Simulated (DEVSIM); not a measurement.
Structure: Ru/SiO2/n-Si capacitor, at 350 K.

```tsv
layer (left to right)	material	thickness (nm)	Nd (cm⁻³)
1	SiO2	42.0	-
2	Si	14000	1.7e15
```

Metal gate on the left, work function 4.7 eV. Fixed charge at the semiconductor interface -9.5e10 cm⁻² (in units of +e); no interface traps.

Constants are typed, rounded textbook-type inputs, not results; the design itself was drawn at random and stands for no fabricated device. Values at 300 K; Nc and Nv go as T^1.5, mobilities as T to minus their exponent, the gap by Varshni's rule with the affinity fixed.

```tsv
parameter	SiO2	Si
gap (eV)	9	1.124
affinity (eV)	0.9	4.05
permittivity	3.9	11.7
Nc (cm⁻³)	-	2.86e19
Nv (cm⁻³)	-	3.1e19
Varshni α (eV/K)	-	0.000473
Varshni β (K)	-	636
```

Model (solved in DEVSIM): 1D Poisson equation in equilibrium, Boltzmann statistics, complete ionisation; no quantum confinement or tunnelling. Metal contacts follow the ideal Schottky-Mott rule: no Fermi-level pinning, no interface dipoles.

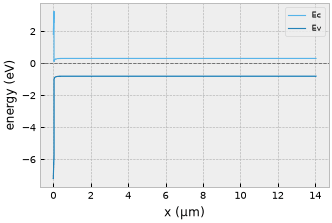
Figure: Band edges at 2.0 V on the gate

Energies count from the Fermi level of the right contact; mesh points crowd at the junctions.

| x (μm) | Ec (eV) | Ev (eV) | n (cm⁻³) | p (cm⁻³) | field (V/cm) |
|---|---|---|---|---|---|
| 0.000 | 1.800 | -7.200 | < 1e2 | < 1e2 | 350000 |
| 0.001982 | 1.869 | -7.131 | < 1e2 | < 1e2 | 350000 |
| 0.007432 | 2.058 | -6.942 | < 1e2 | < 1e2 | 350000 |
| 0.02100 | 2.528 | -6.472 | < 1e2 | < 1e2 | 350000 |
| 0.03705 | 3.084 | -5.916 | < 1e2 | < 1e2 | 350000 |
| 0.04086 | 3.216 | -5.784 | < 1e2 | < 1e2 | 350000 |
| 0.04247 | 0.110 | -1.001 | 9.5e17 | 150000 | 93000 |
| 0.04716 | 0.143 | -0.968 | 3.2e17 | 450000 | 54000 |
| 0.05831 | 0.184 | -0.927 | 8.2e16 | 1700000 | 26000 |
| 0.09079 | 0.234 | -0.877 | 1.5e16 | 9300000 | 9600 |
| 0.1789 | 0.277 | -0.833 | 3.6e15 | 3.9e7 | 2500 |
| 0.5766 | 0.300 | -0.811 | 1.7e15 | 8.3e7 | 47 |
| 1.522 | 0.300 | -0.810 | 1.7e15 | 8.4e7 | ≈ 0 |
| 4.277 | 0.300 | -0.810 | 1.7e15 | 8.4e7 | ≈ 0 |
| 11.04 | 0.300 | -0.810 | 1.7e15 | 8.4e7 | ≈ 0 |
| 12.96 | 0.300 | -0.810 | 1.7e15 | 8.4e7 | ≈ 0 |
| 13.66 | 0.300 | -0.810 | 1.7e15 | 8.4e7 | ≈ 0 |
| 13.91 | 0.300 | -0.810 | 1.7e15 | 8.4e7 | ≈ 0 |
| 14.01 | 0.300 | -0.810 | 1.7e15 | 8.4e7 | ≈ 0 |
| 14.03 | 0.300 | -0.810 | 1.7e15 | 8.4e7 | ≈ 0 |
| 14.04 | 0.300 | -0.810 | 1.7e15 | 8.4e7 | ≈ 0 |
| 14.04 | 0.300 | -0.810 | 1.7e15 | 8.4e7 | ≈ 0 |
